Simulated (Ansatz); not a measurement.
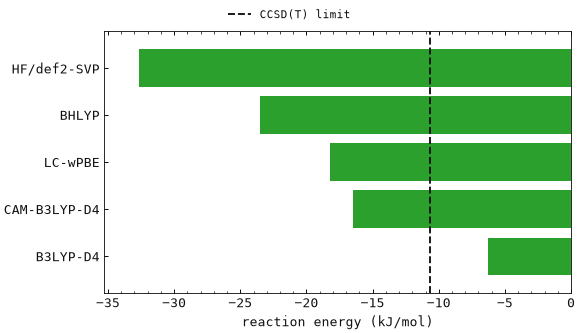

Electronic reaction energy of GeSiH₃Cl₃ ([SiH3][Ge]([Cl])([Cl])[Cl]) + NH₃ (N) → SiNH₅ (N[SiH3]) + GeHCl₃ ([Cl][GeH]([Cl])[Cl]) (SMILES in brackets) at several levels (functionals in def2-TZVPP unless a basis is named), isolated molecules at PBE0-D4 triple-zeta geometries, minima by their frequencies, no zero-point or thermal terms, the Ansatz code. The line is frozen-core CCSD(T) at the basis limit (MP2 extrapolated from triple and quadruple zeta, plus CCSD(T) less MP2 in a smaller set). No dispersion term is added to BHLYP and LC-wPBE. The distance of HF/def2-SVP to the limit includes basis error.

What do zero-point energy and temperature add?

Answer. Zero-point change −3.1 kJ/mol; at 298.15 K and 1 bar the CCSD(T) limit plus thermal terms gives an enthalpy of reaction of −18.1 and a free energy of −20.3 kJ/mol (harmonic PBE0-D4 modes, ideal gas).

Give the values.

Answer.
| level | kJ/mol | less CCSD(T) limit |
| --- | --- | --- |
| HF/def2-SVP | −32.7 | −22.0 |
| BHLYP | −23.5 | −12.8 |
| LC-wPBE | −18.2 | −7.6 |
| CAM-B3LYP-D4 | −16.5 | −5.8 |
| B3LYP-D4 | −6.3 | 4.4 |
| CCSD(T) limit | −10.7 | 0.0 |

Caveats: no scalar relativity up to krypton; outer-core shells are correlated without core-valence functions, which makes the correlated values less sure.
